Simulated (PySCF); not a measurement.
# 2,2,2-trifluoroethanol (C2H3F3O): NMR shifts at several levels of theory, part 2 of 2

PySCF 2.14.0. Atoms count from 0.

## (6) NMR shieldings: CAM-B3LYP/pcSseg-2

Job settings and geometry (Å):

```
{"job": {"kind": "nmr", "xc": "CAM-B3LYP", "basis": "pcSseg-2", "pop": false}, "charge": 0, "multiplicity": 1}
O     -0.734496    -0.875287    -1.134908
C     -0.682457     0.127340    -0.177357
C      0.613569     0.093225     0.605102
F      1.659274     0.179992    -0.234350
F      0.684275     1.119829     1.453851
F      0.757284    -1.029634     1.301966
H     -0.007599    -0.737515    -1.752970
H     -1.509001    -0.026711     0.531569
H     -0.780842     1.148763    -0.592903
```

Method: GIAO CAM-B3LYP/pcSseg-2 NMR shielding, non-relativistic, gas phase.

What it wrote:

```text
coarse grid: 8376 points
cycle   1  E = -452.6498144521  dE =  1.060e+00  |g| = 1.127e+00  |ddm| = 1.937e+00
cycle   2  E = -452.5263669473  dE =  1.234e-01  |g| = 1.496e+00  |ddm| = 1.115e+00
cycle   3  E = -452.8577152783  dE = -3.313e-01  |g| = 5.263e-02  |ddm| = 6.208e-01
cycle   4  E = -452.8580725780  dE = -3.573e-04  |g| = 2.714e-02  |ddm| = 3.699e-02
cycle   5  E = -452.8581844211  dE = -1.118e-04  |g| = 9.454e-03  |ddm| = 1.582e-02
cycle   6  E = -452.8581974948  dE = -1.307e-05  |g| = 2.428e-03  |ddm| = 5.044e-03
cycle   7  E = -452.8581984361  dE = -9.413e-07  |g| = 5.054e-04  |ddm| = 1.469e-03
final grid: 84552 points
cycle   8  E = -452.8498125847  dE = -6.999e-05  |g| = 4.521e-03  |ddm| = 2.200e-02
cycle   9  E = -452.8498121055  dE =  4.792e-07  |g| = 4.988e-03  |ddm| = 3.762e-03
cycle  10  E = -452.8498156614  dE = -3.556e-06  |g| = 3.660e-04  |ddm| = 1.892e-03
cycle  11  E = -452.8498156757  dE = -1.433e-08  |g| = 1.997e-04  |ddm| = 2.746e-04
cycle  12  E = -452.8498156834  dE = -7.639e-09  |g| = 2.093e-05  |ddm| = 1.059e-04
cycle  13  E = -452.8498156834  dE = -7.128e-11  |g| = 1.143e-05  |ddm| = 1.900e-05
converged SCF energy = -452.8498156834

GIAO shielding tensors (ppm)
atom      isotropic    diamagn.    paramagn.     s11        s22        s33       span
  0 O      316.715     380.503     -63.788    285.215    300.934    363.996     78.781
  1 C      114.708     238.305    -123.597     92.616    105.932    145.576     52.961
  2 C       45.862     238.861    -192.999     41.979     46.041     49.566      7.587
  3 F      269.358     470.618    -201.260    174.988    278.421    354.665    179.677
  4 F      265.967     468.322    -202.355    179.151    273.215    345.535    166.384
  5 F      267.450     468.334    -200.883    179.805    274.062    348.484    168.679
  6 H       30.360      31.121      -0.761     20.936     28.042     42.100     21.164
  7 H       27.550      28.692      -1.142     24.011     27.516     31.123      7.112
  8 H       27.509      29.501      -1.992     23.224     27.679     31.624      8.401
```

It took 65 s on 1 thread, shared host.

Key values: δ C2 136.7, C1 67.8, O0 13.0, F3 -81.6, H7 3.81, H6 0.98 ppm (means over like atoms).

## (7) Nuclear shieldings: wB97X-D/pcSseg-2

Settings changed since step 6:

```diff
@@ -1,2 +1,2 @@
-{"job": {"kind": "nmr", "xc": "CAM-B3LYP", "basis": "pcSseg-2", "pop": false}, "charge": 0, "multiplicity": 1}
+{"job": {"kind": "nmr", "xc": "wB97X-D", "basis": "pcSseg-2", "pop": false}, "charge": 0, "multiplicity": 1}
 O     -0.734496    -0.875287    -1.134908
```

With the program's defaults for keys left out, this is: GIAO wB97X-D/pcSseg-2 NMR shielding, non-relativistic, gas phase.

What it wrote:

```text
coarse grid: 8376 points
cycle   1  E = -452.6331428440  dE =  1.068e+00  |g| = 1.130e+00  |ddm| = 1.957e+00
cycle   2  E = -452.5725171569  dE =  6.063e-02  |g| = 1.363e+00  |ddm| = 1.050e+00
cycle   3  E = -452.8454480194  dE = -2.729e-01  |g| = 5.083e-02  |ddm| = 5.513e-01
cycle   4  E = -452.8458469462  dE = -3.989e-04  |g| = 2.276e-02  |ddm| = 3.802e-02
cycle   5  E = -452.8459279080  dE = -8.096e-05  |g| = 8.789e-03  |ddm| = 1.511e-02
cycle   6  E = -452.8459398735  dE = -1.197e-05  |g| = 2.385e-03  |ddm| = 5.029e-03
cycle   7  E = -452.8459407967  dE = -9.233e-07  |g| = 5.434e-04  |ddm| = 1.598e-03
final grid: 84552 points
cycle   8  E = -452.8406354954  dE = -1.925e-04  |g| = 1.243e-02  |ddm| = 3.954e-02
cycle   9  E = -452.8406358806  dE = -3.852e-07  |g| = 1.276e-02  |ddm| = 9.082e-03
cycle  10  E = -452.8406565778  dE = -2.070e-05  |g| = 8.432e-04  |ddm| = 4.217e-03
cycle  11  E = -452.8406566987  dE = -1.209e-07  |g| = 3.751e-04  |ddm| = 6.631e-04
cycle  12  E = -452.8406567254  dE = -2.669e-08  |g| = 5.181e-05  |ddm| = 2.926e-04
cycle  13  E = -452.8406567259  dE = -5.558e-10  |g| = 2.878e-05  |ddm| = 6.522e-05
converged SCF energy = -452.8406567259

GIAO shielding tensors (ppm)
atom      isotropic    diamagn.    paramagn.     s11        s22        s33       span
  0 O      317.066     380.736     -63.670    285.927    301.009    364.260     78.333
  1 C      117.669     240.972    -123.303     95.575    109.068    148.365     52.790
  2 C       49.390     240.466    -191.076     45.705     49.374     53.091      7.386
  3 F      272.179     469.757    -197.578    180.231    280.971    355.335    175.103
  4 F      269.183     467.435    -198.253    184.510    276.612    346.426    161.917
  5 F      270.337     467.481    -197.144    184.960    277.065    348.988    164.029
  6 H       30.471      31.082      -0.610     21.014     28.074     42.326     21.313
  7 H       27.663      28.561      -0.898     24.122     27.557     31.309      7.187
  8 H       27.625      29.473      -1.847     23.346     27.722     31.808      8.462
```

Wall time 63 s (1 thread, shared host).

Key values: δ C2 135.0, C1 66.7, O0 9.8, F3 -84.1, H7 3.71, H6 0.88 ppm (means over like atoms).

## (8) NMR shieldings: LC-wPBE/pcSseg-2

Settings changed since step 7:

```diff
@@ -1,2 +1,2 @@
-{"job": {"kind": "nmr", "xc": "wB97X-D", "basis": "pcSseg-2", "pop": false}, "charge": 0, "multiplicity": 1}
+{"job": {"kind": "nmr", "xc": "LC-wPBE", "basis": "pcSseg-2", "pop": false}, "charge": 0, "multiplicity": 1}
 O     -0.734496    -0.875287    -1.134908
```

Level: GIAO LC-wPBE/pcSseg-2 NMR shielding, non-relativistic, gas phase.

What it wrote:

```text
coarse grid: 8376 points
cycle   1  E = -452.5051285120  dE =  1.130e+00  |g| = 1.155e+00  |ddm| = 1.930e+00
cycle   2  E = -452.4885089285  dE =  1.662e-02  |g| = 1.304e+00  |ddm| = 1.003e+00
cycle   3  E = -452.7309498735  dE = -2.424e-01  |g| = 5.817e-02  |ddm| = 4.871e-01
cycle   4  E = -452.7315240802  dE = -5.742e-04  |g| = 2.104e-02  |ddm| = 4.251e-02
cycle   5  E = -452.7316111487  dE = -8.707e-05  |g| = 6.538e-03  |ddm| = 1.831e-02
cycle   6  E = -452.7316186844  dE = -7.536e-06  |g| = 2.637e-03  |ddm| = 5.006e-03
final grid: 84552 points
cycle   7  E = -452.7284748300  dE = -1.766e-04  |g| = 1.149e-02  |ddm| = 3.458e-02
cycle   8  E = -452.7284739984  dE =  8.316e-07  |g| = 1.240e-02  |ddm| = 7.780e-03
cycle   9  E = -452.7284932599  dE = -1.926e-05  |g| = 3.995e-04  |ddm| = 3.748e-03
cycle  10  E = -452.7284932149  dE =  4.503e-08  |g| = 2.610e-04  |ddm| = 4.146e-04
cycle  11  E = -452.7284932265  dE = -1.163e-08  |g| = 5.989e-05  |ddm| = 1.501e-04
cycle  12  E = -452.7284932271  dE = -6.338e-10  |g| = 2.437e-05  |ddm| = 4.442e-05
converged SCF energy = -452.7284932271

GIAO shielding tensors (ppm)
atom      isotropic    diamagn.    paramagn.     s11        s22        s33       span
  0 O      324.888     380.191     -55.303    295.036    308.846    370.782     75.746
  1 C      121.124     239.952    -118.827     98.946    112.761    151.666     52.719
  2 C       50.035     240.788    -190.753     46.771     48.942     54.392      7.621
  3 F      273.577     469.707    -196.130    181.608    283.870    355.254    173.646
  4 F      270.583     467.403    -196.820    185.761    279.764    346.223    160.462
  5 F      271.965     467.448    -195.483    186.470    280.486    348.940    162.470
  6 H       30.384      31.138      -0.754     20.806     27.863     42.482     21.675
  7 H       27.574      28.865      -1.291     23.934     27.408     31.379      7.445
  8 H       27.576      29.671      -2.096     23.218     27.649     31.859      8.641
```

It took 70 s on 1 thread, shared host.

Key values: δ C2 138.3, C1 67.2, O0 7.7, F3 -68.4, H7 3.74, H6 0.93 ppm (means over like atoms).

## (9) Side by side: NMR shifts

Shifts (ppm), means over like atoms, with basis size and wall time (the measured row can stand on another reference than the computed rows):

```csv
run,C2,C1,H7,H6,O0,F3,functions,time
WP04/pcSseg-2,139.4,67.9,3.74,1.26,15.5,-88.1,258,50 s
B97-2/pcSseg-2,133.3,66.0,3.73,0.84,12.6,-92.1,258,48 s
BHandHLYP/pcSseg-2,129.3,64.9,3.69,1.13,7.1,-78.8,258,46 s
CAM-B3LYP/pcSseg-2,136.7,67.8,3.81,0.98,13.0,-81.6,258,65 s
wB97X-D/pcSseg-2,135.0,66.7,3.71,0.88,9.8,-84.1,258,63 s
LC-wPBE/pcSseg-2,138.3,67.2,3.74,0.93,7.7,-68.4,258,70 s
measured,–,–,–,–,–,-77.8,–,–
```

Measured: G. Saielli, R. Bini, A. Bagno, Computational 19F NMR. 2. Organic compounds, RSC Adv. 2014, ESI (exp. from Berger-Braun-Kalinowski 1994 and Everett 1995).

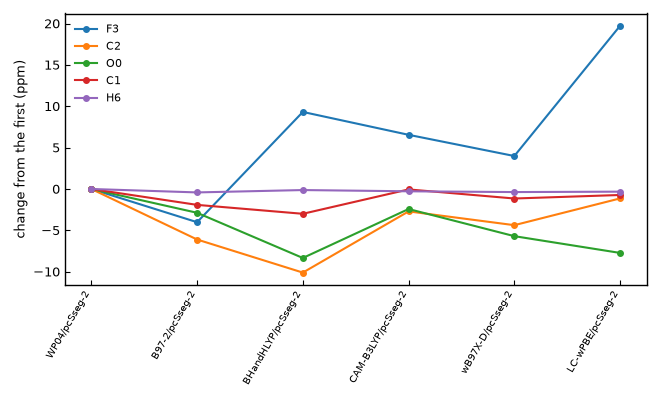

How five of the tabulated atoms move from run to run.

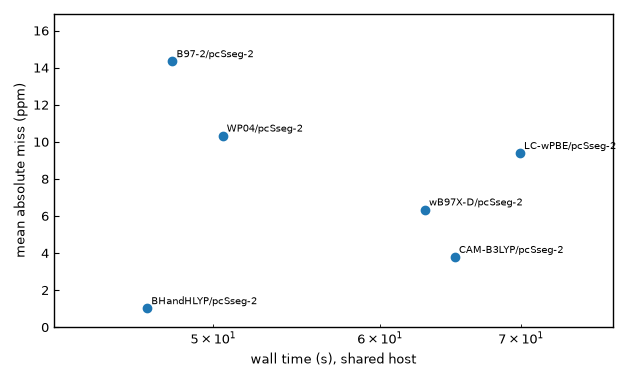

Cost against miss for the one measured 19F shift.

## (10) Results

This closing draws on all 2 parts.

```
                                                                 quantity                  value
                                                              point group                     C1
                                     rotational constants (main isotopes)   5.36, 2.86, 2.83 GHz
                                   13C shifts against TMS (WP04/pcSseg-2)        139.4, 67.9 ppm
   1H shifts against TMS (WP04/pcSseg-2, means over atoms taken as alike)         3.74, 1.26 ppm
                                   17O shifts against H2O (WP04/pcSseg-2)               15.5 ppm
19F shifts against CFCl3 (WP04/pcSseg-2, means over atoms taken as alike)              -88.1 ppm
                                 measured, and computed on the same scale  F3 δ -77.8, -88.1 ppm
                                                 range of the shift of F3     -92.1 to -68.4 ppm
```

**Reading.** Single values in the summary come from the first run of each kind that ended normally (WP04/pcSseg-2), which need not be the best level. Relaxing lowered the energy by 0.118 eV in 8 steps; the close pair that moved most is O0–C1, from 1.435 to 1.387 Å. The most deshielded hydrogen is H7, H8 (mean) (hydrogen on an sp3 CH2 bonded to O), at 3.74 ppm: its carbon carries O, which withdraws density. At WP04/pcSseg-2: Shielding is most anisotropic at F3, F4, F5 (span 180 ppm, paramagnetic term -207 ppm). The one measured 19F shift is missed by -10.3 ppm (computed less measured, unscaled). Vibration, temperature and solvent are missing from the calculation, and it holds one conformer, so part of the miss against the measured shifts is not the functional's. Across the 6 runs the shift of F3 (with its like atoms) moves most, between -92.1 (B97-2/pcSseg-2) and -68.4 ppm (LC-wPBE/pcSseg-2). Most of that comes from the computed reference, not from the atom's own shielding. For the one measured 19F shift, BHandHLYP/pcSseg-2 misses least (1.0 ppm, 46 s) and B97-2/pcSseg-2 most (14.3 ppm, 48 s). One molecule ranks no method: errors cancel, and vibration and temperature are missing from all runs.
